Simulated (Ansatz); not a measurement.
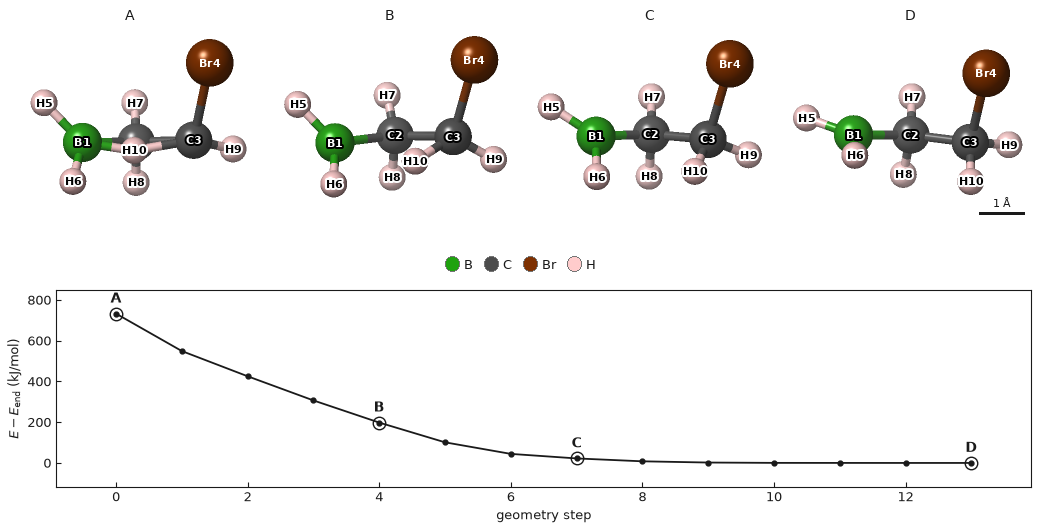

Frames of a relaxation of C2H6BBr, marked on the history of the run. A ball-and-stick model, seen from a free direction.

The run prepares an end point of a later path (hydrogen shift) calculation, from a guessed geometry.

These are results of Ansatz 0.2.0, RKS r2SCAN/def2-SVP, not measurements. (no spin polarisation; force threshold 0.02 eV/Å; at most 50 steps)

Question: What happens along the run?

Answer: H10 moves most after the best rigid fit: 1.51 Å. By element the largest moves are H 1.51 Å, Br 0.30 Å, B 0.27 Å, C 0.20 Å. Among the contacts that change: B1–H10 1.170 → 2.861 Å, C2–H10 0.938 → 2.183 Å, C3–H10 1.359 → 1.099 Å, C2–H8 1.077 → 1.117 Å. Bonds break, among them: B1–H10 (1.17 → 2.86 Å), C2–H10 (0.94 → 2.18 Å). Bond angles that change, for instance: C2–C3–H10 37.9° → 112.3°, H9–C3–H10 143.3° → 109.4°, B1–C2–H8 109.2° → 102.3°. Groups turn about B1–C2 by about 40°. Over 13 geometry steps the energy falls by 732.8 kJ/mol. The largest force component goes from 12 to 0.0083 eV/Å. From step 0 to 4: H10 moves most (0.67 Å), energy −534.7 kJ/mol. From step 4 to 7: H10 moves most (0.54 Å), energy −176.0 kJ/mol. From step 7 to 13: H6 moves most (0.59 Å), energy −22.2 kJ/mol.

| step | E − E(0), kJ/mol | largest force component, eV/Å |
| --- | --- | --- |
| 0 | 0.00 | 12.3423 |
| 1 | -183.64 | 4.7526 |
| 2 | -307.42 | 4.0045 |
| 3 | -425.98 | 4.5058 |
| 4 | -534.67 | 3.9927 |
| 5 | -631.57 | 2.5217 |
| 6 | -688.35 | 1.4952 |
| 7 | -710.62 | 0.7489 |
| 8 | -724.78 | 0.5226 |
| 9 | -730.82 | 0.2537 |
| 10 | -732.47 | 0.1742 |
| 11 | -732.66 | 0.0851 |
| 12 | -732.77 | 0.0301 |
| 13 | -732.79 | 0.0083 |
